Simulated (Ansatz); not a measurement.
## Single-point calculation, with input and output: C2H7AlOS

System: C2H7AlOS.
Method: RKS wB97M-V/def2-TZVPP (Ansatz 0.2.0).

The geometry comes from this level: PBE0-D4/def2-TZVP. Figures and captions count atoms from 1; the log counts them from 0 in places.

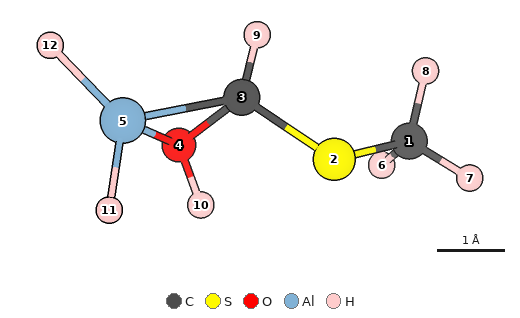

*The structure (ball-and-stick view, seen at a tilt; atoms are numbered from 1 in the order of the input). Sticks mark near contacts.*

Bond lengths as drawn: Al–C 1.96 Å, Al–H 1.58 Å, Al–O 1.95 Å, C–H 1.09 Å, C–O 1.56 Å, C–S 1.73 to 1.81 Å and H–O 0.97 Å.

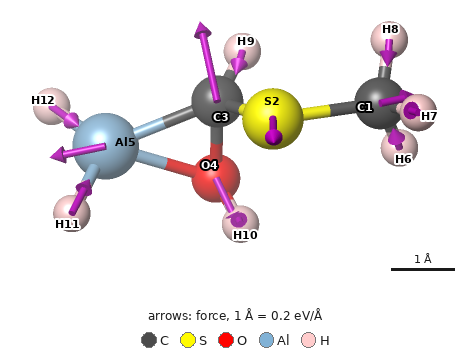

*Forces on the atoms as pink arrows (ball-and-stick view, seen at a tilt; atoms are numbered from 1 in the order of the input).*

The largest act on C3 (0.30 eV/Å); S2 (0.20 eV/Å); Al5 (0.19 eV/Å); O4 (0.18 eV/Å), among others. The geometry is not a stationary point of this energy.

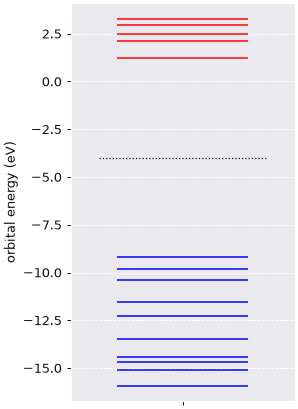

*Orbital energies near the frontier; the dotted line parts filled from empty levels, and levels within 0.02 eV of each other stand side by side.*

Highest filled −9.21 eV, lowest empty 1.24 eV, 10.45 eV apart.

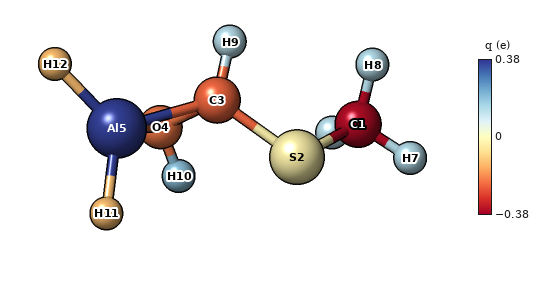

*Mulliken charges, as the colour of each atom (ball-and-stick view, seen at a tilt; atoms are numbered from 1 in the order of the input).*

By element: C −0.36 to −0.23, S −0.03, O −0.21, Al +0.36 and H −0.13 to +0.19 e.

These pictures come from the run below.

## Input
```yaml
crystal:
  periodic: [false, false, false]
  atoms:
    - {symbol: C, position_ang: [-1.920874, -0.672368, 0.997772]}
    - {symbol: S, position_ang: [-1.257543, 0.364790, -0.327587]}
    - {symbol: C, position_ang: [0.407721, 0.567456, 0.101711]}
    - {symbol: O, position_ang: [1.304125, -0.645520, -0.303734]}
    - {symbol: Al, position_ang: [1.816817, 1.013001, -1.184492]}
    - {symbol: H, position_ang: [-1.430073, -1.644922, 1.032123]}
    - {symbol: H, position_ang: [-2.980791, -0.820197, 0.785786]}
    - {symbol: H, position_ang: [-1.819151, -0.169539, 1.960065]}
    - {symbol: H, position_ang: [0.576629, 0.671624, 1.171273]}
    - {symbol: H, position_ang: [0.752727, -1.228455, -0.842630]}
    - {symbol: H, position_ang: [1.432575, 0.945523, -2.720212]}
    - {symbol: H, position_ang: [3.194839, 1.563604, -0.636177]}
basis:
  gaussian: {orbitals: def2-TZVPP}
hamiltonian: {xc: {name: wB97M-V}}
output: {forces: true, orbitals: {seedname: orbitals}}
```

Launched with:
```bash
ansatz run in.yaml --threads 4 --pin off --events-out ev --progress --plain --max-ram 10444MiB
```

## What the program printed
```
Functional definition: wB97M-V
  name "wB97M-V"
  cite "Mardirossian & Head-Gordon, J. Chem. Phys. 144, 214110 (2016) doi:10.1063/1.4952647"
  cite "Becke, J. Chem. Phys. 107, 8554 (1997) doi:10.1063/1.475007"
  cite "Vydrov & Van Voorhis, J. Chem. Phys. 133, 244103 (2010) doi:10.1063/1.3521275"
  # Of w^i u^j: cxij and so on, Table III.
  parameter omega = 0.3/bohr
  parameter cx = 0.15
  parameter cx01 = 1.007
  parameter cx10 = 0.259
  parameter css00 = 0.443
  parameter css04 = -1.437
  parameter css10 = -4.535
  parameter css20 = -3.390
  parameter css43 = 4.278
  parameter cos00 = 1.000
  parameter cos10 = 1.358
  parameter cos20 = 2.924
  parameter cos21 = -8.812
  parameter cos60 = -1.390
  parameter cos61 = 9.142
  parameter b = 6.0
  parameter c = 0.01
  gx(w, u) = 1 - cx + cx01*u + cx10*w
  gss(w, u) = css00 + css04*u^4 + css10*w + css20*w^2 + css43*w^4*u^3
  gos(w, u) = cos00 + cos10*w + (cos20 + cos21*u)*w^2 + (cos60 + cos61*u)*w^6
  exchange = spin_sum(e_x_unif_sr(omega)*gx(b97_w, b97_u_x)) + cx*exact_x_sr(omega) + exact_x_lr(omega)
  correlation = spin_sum(e_c_pw_mod_same_spin*gss(b97_w, b97_u_same))
      + integral(e_c_pw_mod_opposite_spin*gos(b97_w_opposite, b97_u_opposite)) + vv10(b, c)
1487 factors; their error is unknown
360 factors; integrals over basis functions are off by at most 1.1e-5 eV
mean field evaluation 1: about -21661.5552 eV, gradient 4.9e1 eV
mean field evaluation 2: about -21661.6533 eV, gradient 5.2e1 eV
mean field evaluation 4: about -21666.3564 eV, gradient 2.5e0 eV
mean field evaluation 8: about -21666.3794 eV, gradient 7.8e-2 eV
mean field evaluation 16: about -21666.3777 eV, gradient 2.0e-4 eV
mean field -21666.37765191 eV, -796.2246927096 hartree, gradient 3.7e-5 eV, S^2 0.000000; 0 other end points of the search recorded, 0 dependent functions left out
the calculation of the forces begins
reference -21666.37771130 eV, -796.2246948918 hartree; 28, 28 occupied and 247, 247 virtual orbitals, 1487 factors
Total energy: -21666.37771130 eV, -796.2246948918 hartree
Atom 0 at    -1.920874    -0.672368     0.997772 Å, force    -0.025669    -0.075023     0.108851 eV/Å
Atom 1 at    -1.257543     0.364790    -0.327587 Å, force    -0.140494     0.009592    -0.141837 eV/Å
Atom 2 at     0.407721     0.567456     0.101711 Å, force     0.114762     0.167547     0.214731 eV/Å
Atom 3 at     1.304125    -0.645520    -0.303734 Å, force    -0.053295    -0.150580    -0.084627 eV/Å
Atom 4 at     1.816817     1.013001    -1.184492 Å, force     0.143844     0.067473    -0.101678 eV/Å
Atom 5 at    -1.430073    -1.644922     1.032123 Å, force    -0.040978     0.079565     0.005212 eV/Å
Atom 6 at    -2.980791    -0.820197     0.785786 Å, force     0.092602     0.007392     0.024936 eV/Å
Atom 7 at    -1.819151    -0.169539     1.960065 Å, force    -0.007690    -0.049686    -0.076823 eV/Å
Atom 8 at     0.576629     0.671624     1.171273 Å, force    -0.022062    -0.021925    -0.090388 eV/Å
Atom 9 at     0.752727    -1.228455    -0.842630 Å, force     0.056203     0.007825     0.047783 eV/Å
Atom 10 at     1.432575     0.945523    -2.720212 Å, force     0.028333     0.011511     0.151928 eV/Å
Atom 11 at     3.194839     1.563604    -0.636177 Å, force    -0.145555    -0.053691    -0.058089 eV/Å
Dipole moment:    -0.348852    -0.379989     0.313849 e Å
```

## Results in brief

```json
{"quantity": "outcome", "value": "converged"}
{"quantity": "total energy", "value": "−21666.3777 eV"}
{"quantity": "SCF solution under orbital rotations", "value": "stable"}
{"quantity": "HOMO", "value": "−9.21 eV"}
{"quantity": "LUMO", "value": "1.24 eV"}
{"quantity": "largest force (length of the vector)", "value": "0.296 eV/Å"}
{"quantity": "dipole moment", "value": "2.90 D"}
{"quantity": "hardware", "value": "4 threads of Arm Neoverse V1, 23 GiB of memory available, shared host"}
{"quantity": "wall time", "value": "15 s (CPU time 54 s)"}
{"quantity": "peak memory", "value": "1.1 GiB"}
```
